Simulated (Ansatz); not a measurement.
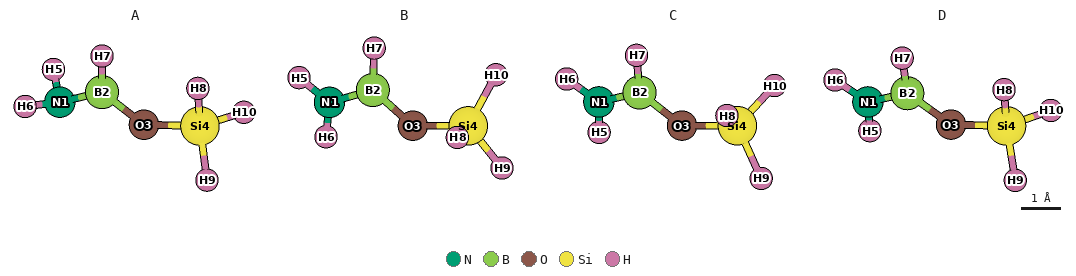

4 geometries from a converged minimum-energy path of BSiNH$_{6}$O, shuffled. Style: ball-and-stick. Shown at a tilt.

These are results of UKS BLYP/def2-SVP in Ansatz, not measurements. Settings: 7 movable images; climbing image; force threshold 0.05 eV/Å; iteration limit 60; starting path through a guess of the saddle point.

Which frame is the transition state?

A. In order along the path, whose images run from 0 to 8: B (image 1, +0.2 kcal/mol), A (image 3, +21.4 kcal/mol), D (image 5, 0.0 kcal/mol), C (image 6, +0.2 kcal/mol). No bond forms or breaks between the ends. Among the angles between lasting bonds that change up to the highest image: B2–N1–H5 122.9° → 109.7°, H5–N1–H6 114.4° → 103.0°.
